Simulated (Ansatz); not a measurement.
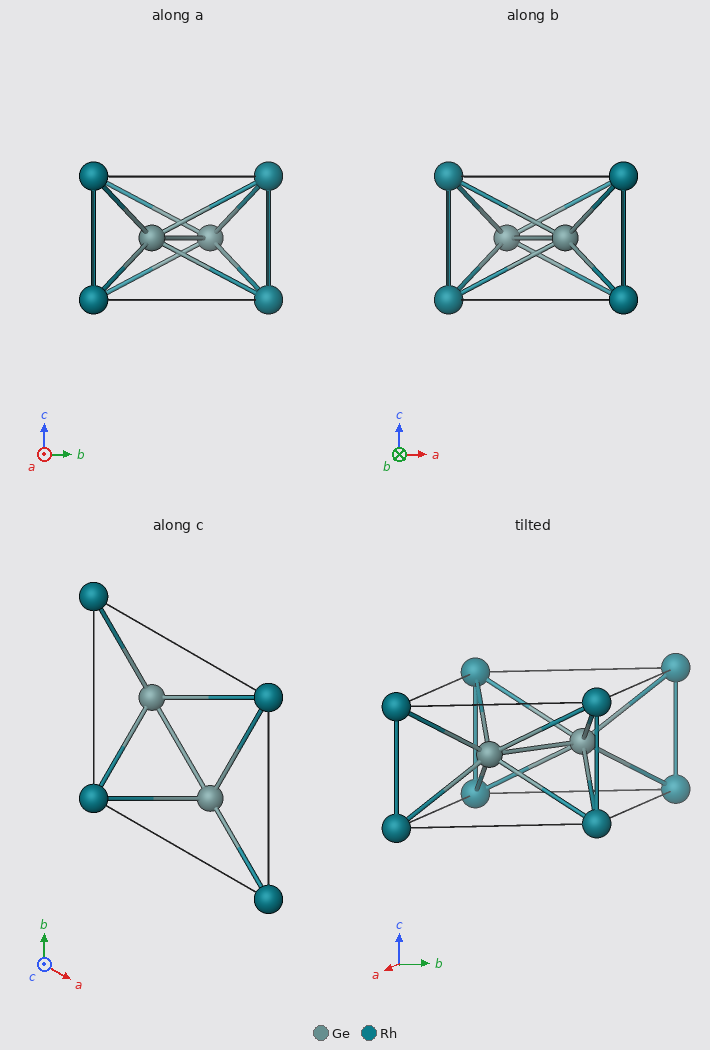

A ball-and-stick rendering, viewed along the a axis, along the b axis, along the c axis and slightly off an axis. Lines trace the edges of the conventional unit cell.

Lattice parameters: a = 4.520 Å, b = 4.520 Å, c = 2.769 Å, α = 90.00°, β = 90.00°, γ = 120.00°.

Question: From the views, write a table of Wyckoff sites.

Answer: Space group P6/mmm (No. 191).
```tsv
atom	site	x	y	z
Ge	2d	0.3333	0.6667	0.5000
Rh	1a	0.0000	0.0000	0.0000
```

The cell started as a textbook structure type filled with these elements (whether it is the usual form wasn't checked). It is drawn as it came out of a relaxation with DFT PBE, scalar-relativistic, plane waves, PAW (Ansatz 0.2.0).
